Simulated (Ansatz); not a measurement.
# GeH₃N₂ (doublet): what the fields show

The calculation's input:

```
crystal:
  periodic: [false, false, false]
  atoms:
    - {symbol: Ge, position_ang: [0.842003, -1.141079, 1.032873]}
    - {symbol: "N", position_ang: [0.118094, 0.045424, -1.434441]}
    - {symbol: "N", position_ang: [0.486775, 0.261880, -0.196746]}
    - {symbol: H, position_ang: [0.585724, 1.238019, 0.114313]}
    - {symbol: H, position_ang: [-0.010570, 0.962614, -1.889218]}
    - {symbol: H, position_ang: [1.174835, -0.019178, 2.128999]}
basis:
  gaussian:
    orbitals: def2-TZVPD
magnetization:
  spin_polarized: true
  initial_magnetization: 1
hamiltonian:
  xc: pbe0
output:
  forces: true
  orbitals: {seedname: orbitals}
```

Run with:

```sh
ansatz run input.yaml --threads 1 --pin off --max-ram 2610MiB --events-out events.jsonl --progress --plain --runs-dir runs
```

Geometry: r2SCAN-D4/def2-SVP.

Theory: isolated molecule in a Gaussian basis; Kohn-Sham density functional theory, functional PBE0 in Ansatz.

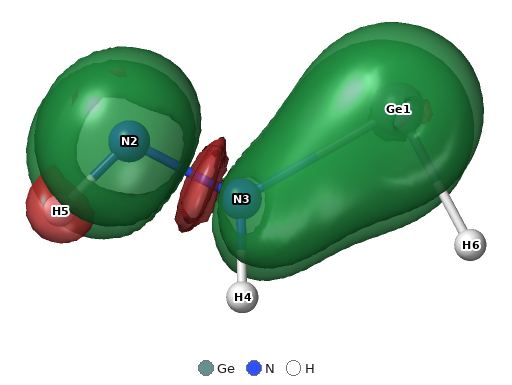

Figure 1. Isosurfaces of the spin density at +0.015 (green) and −0.015 e/Å³ (red), seen across its widest extent.

### Describe the spin distribution.

The unpaired spin (1 electron) lies mostly on N2 (about 0.5), Ge1 (about 0.3) and N3 (about 0.1), in electrons by Hirshfeld's partition.

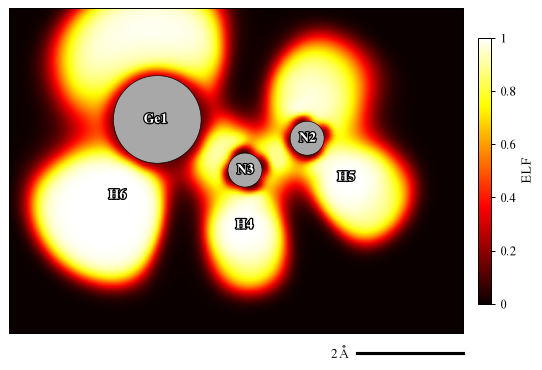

Figure 2. ELF on the molecular plane. Grey discs cover the atomic cores.

### Interpret the plot.

The plane passes through Ge, N and H nuclei.
N–N (1.31 Å): the ELF peaks at about 0.90 between the atoms: localised, covalent bonding.
Ge–N (1.90 Å): the ELF peaks at about 0.90 in the valence shell of N, 0.6 Å from its nucleus, and is about 0.45 at the midpoint.
N–H (1.03 Å): the ELF climbs to about 1 towards the hydrogen, as it does in any bond to H (an ordinary covalent bond to hydrogen).
Ge–H (1.60 Å): the ELF climbs to about 1 towards the hydrogen.
The ELF also peaks beside N2, away from the bonds: non-bonding electrons, paired or unpaired.

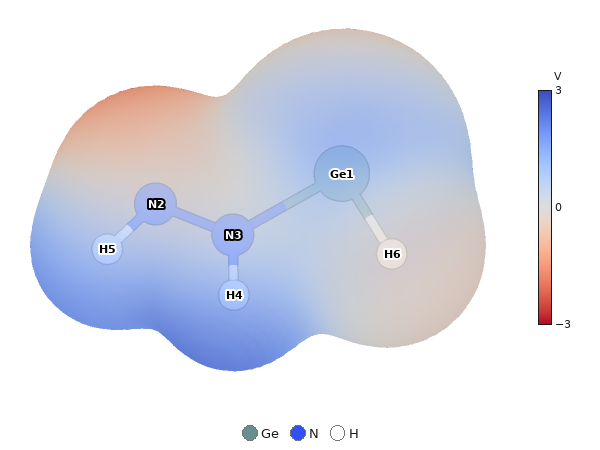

Figure 3. The molecular electrostatic potential painted on the density surface at 0.002 e/bohr³, seen at a tilt; the colour scale runs from red (negative) to blue (positive).

### Which sites attract a positive test charge, and which a negative one?

A positive charge is drawn to the negative regions and a negative charge to the positive ones. The most negative region (about −1.7 V, or −39 kcal/mol for a unit charge) lies over N2, the most positive (about +2.2 V, or +51 kcal/mol for a unit charge) over H4. N2 is the likeliest acceptor of a hydrogen bond.

### What dipole moment does the calculation give?

Its dipole moment is 2.37 D.
